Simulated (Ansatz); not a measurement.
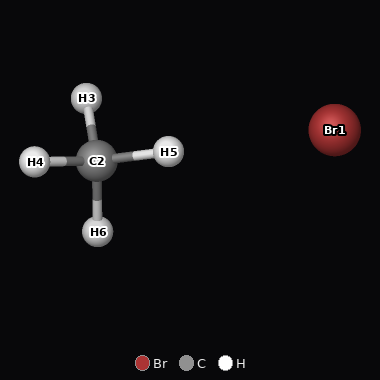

The system is the pair Br···CH₄, charge −1; the picture shows the reference structure. The turn is about an axis along (1.00, −0.03, −0.07) in the frame of the relaxed pair, normal to the line between the partners. First axis: distance H5···Br1. Second axis: turn of Br1 about H5. The scan uses a 15 × 15 grid. Points are written as (first, second). All energies are given in kJ/mol relative to the ion and the molecule far apart, frozen as in the relaxed pair, each in its own basis (no counterpoise correction). Computed with Ansatz, RKS SPW92 (LDA)/def2-TZVPD.

Its coordinates:

```yaml
atoms:
  - { symbol: Br, position_ang: [-0.2207, 0.0001, -3.0668] }
  - { symbol: C, position_ang: [0.0441, 0.0000, 0.6141] }
  - { symbol: H, position_ang: [-0.4176, 0.9135, 1.0183] }
  - { symbol: H, position_ang: [1.1045, -0.0324, 0.9068] }
  - { symbol: H, position_ang: [-0.0369, 0.0000, -0.4946] }
  - { symbol: H, position_ang: [-0.4735, -0.8812, 1.0225] }
```

Range: distance H5···Br1 from 2.166 to 3.566 Å; turn of Br1 about H5 from −90.0 to 90.0°.

What landscape does the calculation give?

Answer. The lowest grid point is at (2.594 Å, 0.0°), −19.8 kJ/mol from the ion and the molecule far apart, frozen as in the relaxed pair, each in its own basis (no counterpoise correction). The energy also falls towards the edge at (3.428 Å, 90.0°) (8.2 kJ/mol above the lowest) and (3.428 Å, −90.0°) (8.3 kJ/mol above the lowest), where a further well may lie outside the range. No other kind of well shows on this grid. The highest grid point, (2.166 Å, 90.0°), lies 168.2 kJ/mol above the lowest. Round the minimum the two coordinates are nearly uncoupled.

```
turn of Br1 about H5 ↓, distance H5···Br1 →  2.166  2.201  2.258  2.328  2.408  2.497  2.594  2.697  2.806  2.920  3.040  3.165  3.294  3.428  3.566
                                       90.0  148.4  133.0  110.5   87.0   64.9   45.3   28.8   15.8    5.9   −1.3   −6.2   −9.3  −10.9  −11.6  −11.5
                                       77.1   68.9   60.0   47.2   34.2   22.4   12.3    4.2   −1.8   −6.1   −8.8  −10.3  −11.0  −11.0  −10.5   −9.8
                                       64.3   32.5   26.8   18.8   10.9    4.0   −1.7   −6.0   −8.9  −10.7  −11.6  −11.7  −11.4  −10.7   −9.8   −8.9
                                       51.4   13.5    9.5    4.1   −1.2   −5.7   −9.1  −11.5  −12.9  −13.4  −13.3  −12.8  −12.0  −11.0   −9.9   −8.8
                                       38.6    2.3   −0.7   −4.8   −8.6  −11.7  −13.9  −15.2  −15.7  −15.5  −14.9  −14.0  −12.8  −11.6  −10.3   −9.1
                                       25.7   −4.7   −7.1  −10.4  −13.3  −15.6  −17.1  −17.7  −17.7  −17.2  −16.2  −15.0  −13.7  −12.3  −10.9   −9.6
                                       12.9   −8.5  −10.7  −13.5  −16.0  −17.9  −19.0  −19.3  −19.0  −18.2  −17.1  −15.7  −14.3  −12.8  −11.4  −10.0
                                        0.0   −9.8  −11.8  −14.5  −16.9  −18.6  −19.6  −19.8  −19.4  −18.6  −17.4  −16.0  −14.5  −13.0  −11.5  −10.1
                                      −12.9   −8.5  −10.7  −13.5  −16.0  −17.9  −19.0  −19.3  −19.0  −18.2  −17.1  −15.7  −14.3  −12.8  −11.4  −10.0
                                      −25.7   −4.7   −7.1  −10.4  −13.3  −15.6  −17.1  −17.7  −17.7  −17.2  −16.2  −15.0  −13.7  −12.3  −10.9   −9.6
                                      −38.6    2.2   −0.7   −4.8   −8.6  −11.7  −13.9  −15.2  −15.7  −15.5  −14.9  −14.0  −12.8  −11.6  −10.3   −9.1
                                      −51.4   13.5    9.5    4.1   −1.2   −5.7   −9.1  −11.5  −12.9  −13.4  −13.3  −12.8  −12.0  −11.0   −9.9   −8.8
                                      −64.3   32.4   26.7   18.8   10.9    3.9   −1.7   −6.0   −8.9  −10.7  −11.6  −11.7  −11.4  −10.7   −9.8   −8.9
                                      −77.1   68.7   59.8   47.1   34.1   22.3   12.2    4.1   −1.9   −6.1   −8.8  −10.3  −11.0  −11.0  −10.5   −9.8
                                      −90.0  147.8  132.4  110.0   86.6   64.5   45.0   28.6   15.7    5.8   −1.3   −6.2   −9.3  −10.9  −11.6  −11.5
```

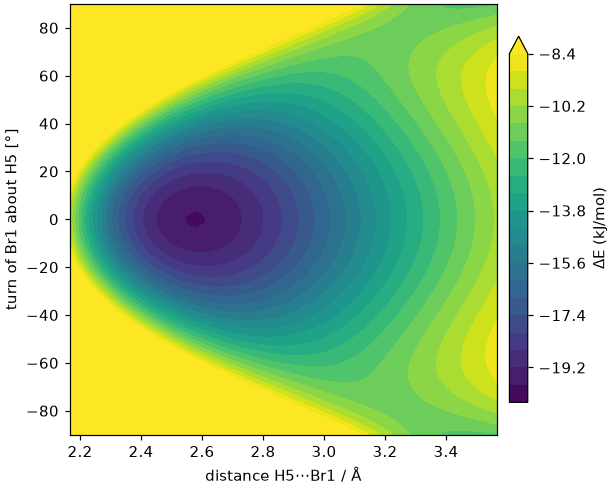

The picture shows filled contours, one colour for all values above the top of the scale. Between grid points the surface is interpolated.

Time for the 225 points that were run: 3.4 min on 1 thread of Intel(R) Xeon(R) 6975P-C (Granite Rapids), on a shared host.
